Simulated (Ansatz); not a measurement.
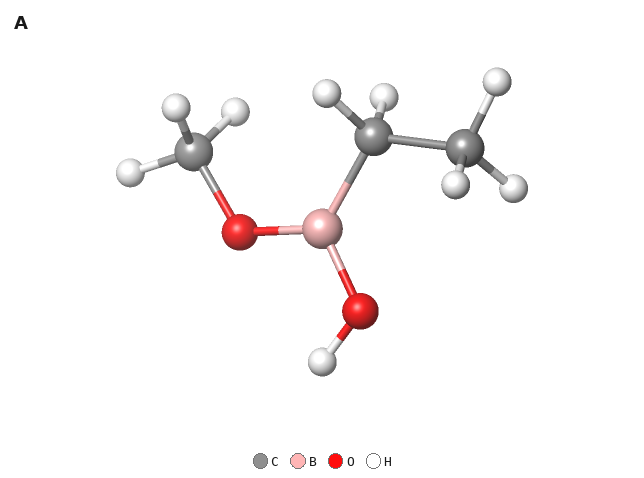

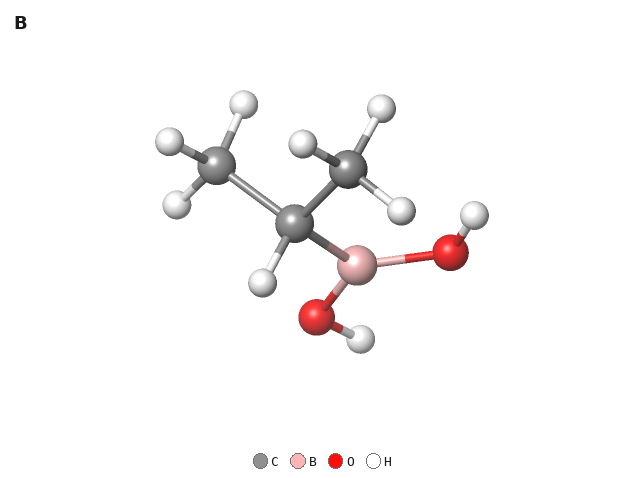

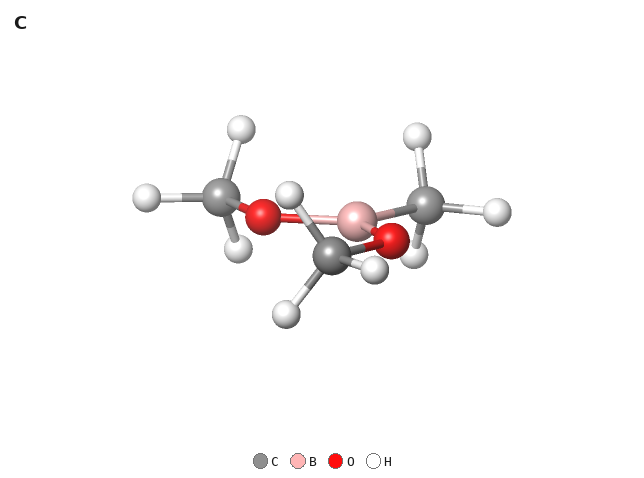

3 stationary structures of one formula. Geometries: PBE0-D4/def2-TZVP. Electronic energies: B3LYP-D4/def2-TZVPP (Ansatz 0.2.0), without zero-point energy. No frequency run is at hand to confirm each as a minimum. Each is one conformer, not always the lowest.

Rank them by energy, lowest first.

Answer. B is lowest; A lies 0.454 eV above it, C lies 0.847 eV above it. A is `CCB(O)OC`, B is `CC(C)B(O)O`, C is `COB(C)OC`.
